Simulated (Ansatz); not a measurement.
**Li: x(Na) = 0.75, 4 atoms, R-3m**

Consider Li in the bcc (W type) structure (space group Im-3m, No. 229; a = 3.435 Å).

The other end (x = 1) is Na in the bcc (W type) structure (space group Im-3m, No. 229): 36.25 Å³/atom, gap zero.

The change: Na replaces 75.0 % of the Li, ordered in a cell of 4 atoms (starting symmetry R-3m) and fully relaxed.

Method: Kohn–Sham DFT with the PBEsol functional, run in Ansatz (an electronic-structure program) with PAW and 420 eV plane waves, no spin-orbit coupling, earlier PAW set. Γ-centred 14×14×14 mesh, Fermi–Dirac width 0.05 eV, for the changed cell.

The volume per atom goes up by 11.916 Å³ (20.26 Å³ → 32.17 Å³) and the density increases by 0.41 g/cm³ to 0.98 g/cm³. The shortest interatomic distance grows by 0.4932 Å (2.974 Å → 3.468 Å) and the band gap stays zero. The mixing energy comes out as +0.03 eV/atom (to 0.01 eV only: unlike meshes or grids) and the deviation of the volume from the linear (Vegard-type) interpolation is -0.2 %.

Final structure:

```xyz
4
Lattice="5.6603 3.2680 1.1595 -5.6603 3.2680 1.1595 0.0000 -6.5360 1.1595" Properties=species:S:1:pos:R:3 pbc="T T T"
Na     2.8302     1.6340     0.5798
Li     0.0000     0.0000     1.7393
Na    -2.8302     1.6340     0.5798
Na     0.0000    -3.2680     0.5798
```

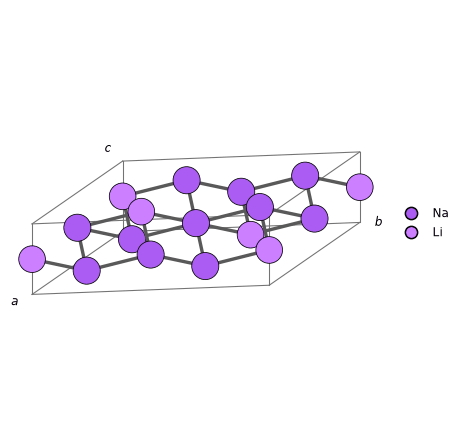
Figure. The relaxed conventional cell after the change

These are small ordered cells, not random alloys; other orderings at the same x differ. No phonon test of stability was made.
